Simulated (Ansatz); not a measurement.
Au₂Se (charge +1, doublet)

The calculation's input:

```
crystal:
  periodic: [false, false, false]
  atoms:
    - {symbol: Au, position_ang: [-0.079151, 1.045149, -1.460070]}
    - {symbol: Au, position_ang: [-0.807272, -1.275646, 0.975419]}
    - {symbol: Se, position_ang: [0.886424, 0.230498, 0.484651]}
basis:
  gaussian: {orbitals: def2-TZVP, initial_orbitals: start.molden}
total_charge: 1
magnetization: {spin_polarized: true, initial_magnetization: 1}
hamiltonian: {xc: pbe0, dispersion: d4}
output: {orbitals: {seedname: orbitals}}
```

Command:

```sh
ansatz run in.yaml --threads 4 --pin off --events-out ev --progress --plain --max-ram 3916MiB
```

Geometry: r2SCAN-D4/def2-TZVP; core potentials replace the inner electrons of Au.

The calculation used Ansatz 0.2.0, UKS PBE0-D4/def2-TZVP.

> What can the converged electron density, electron localisation function and spin density tell about the bonding?

Au–Se (2.32 Å): ρ at the midpoint is about 0.77 e/Å³; the ELF peaks at about 0.65 in the valence shell of Se, 1.0 Å from its nucleus, and is about 0.45 at the midpoint.
The unpaired spin (1 electron) lies mostly on Se3 (about 0.8), Au1 (about 0.1) and Au2 (about 0.1), in electrons by Hirshfeld's partition.

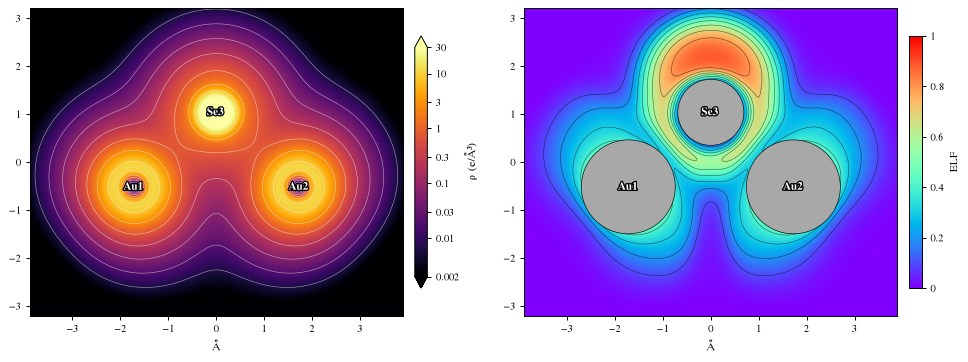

Computed electron density and electron localisation function on the molecular plane, in this order. Grey discs cover the atomic cores in the ELF map. 
